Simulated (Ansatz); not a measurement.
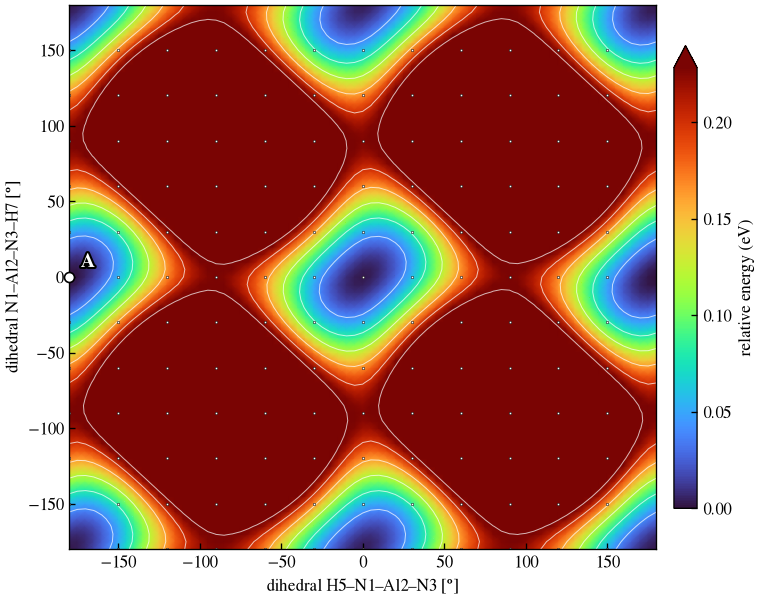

AlBrH4N2, SMILES [NH2][Al]([NH2])[Br]. 
- First axis: dihedral H5–N1–Al2–N3. Second axis: dihedral N1–Al2–N3–H7.
- Nothing is relaxed (all other coordinates rigid).
- Grid: 12 × 12 points; 90 points were computed and 54 follow by symmetry.
- Energies: eV, counted from the lowest grid point.
- Method: RKS CAM-B3LYP-D4/def2-SVP (Ansatz).

In the figure: a smooth colour map with a few white contour lines, dots at the grid points, one colour for all values above the top of the scale, the well A. Between grid points the surface is interpolated.

### Where is the minimum, and how stiff is the well along each coordinate? Take the well at A.

The interpolated minimum is at dihedral H5–N1–Al2–N3 ≈ −180°, dihedral N1–Al2–N3–H7 ≈ 0°. The curvatures there are about 0.45 eV/rad² and 0.45 eV/rad², with a cross term of about −0.2 eV/rad². Round the minimum the valley is somewhat tilted: raising dihedral H5–N1–Al2–N3 shifts the best value of dihedral N1–Al2–N3–H7 upwards (coupling k₁₂/√(k₁₁k₂₂) about −0.4).
